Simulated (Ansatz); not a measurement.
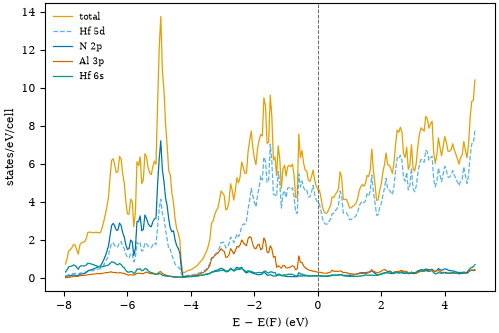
Total and projected density of states of Hf$_{3}$AlN in space group Cmcm (No. 63; Hf on 8f, Hf on 4c, Al on 4c, N on 4a), plane-wave PAW r²SCAN (Ansatz code)

Question: Which orbitals carry the states next to the Fermi level?

Answer: Within 0.5 eV of the Fermi level: Hf 5d 82 %, Al 3p 8 %. Projections are on Löwdin-orthogonalised atomic valence shells; empty p or d shells of many metals are not among them.

Question: Where is the tallest occupied peak in this window, and what makes it?

Answer: Near -4.9 eV, about 14 states/eV per cell; the largest projected share is N 2p.

The first step of the workflow began from a Materials Project structure, measured or hypothetical; the Crystallography Open Database copy checked does not list it. Whether it is the stable phase at ambient conditions was not checked. Symmetry was held in the r²SCAN relaxation; whether a distortion lowers the energy is not shown. No spin polarisation was allowed. Spin–orbit coupling is left out wherever it is not named.

Potentials: the later of the program's two PAW sets.
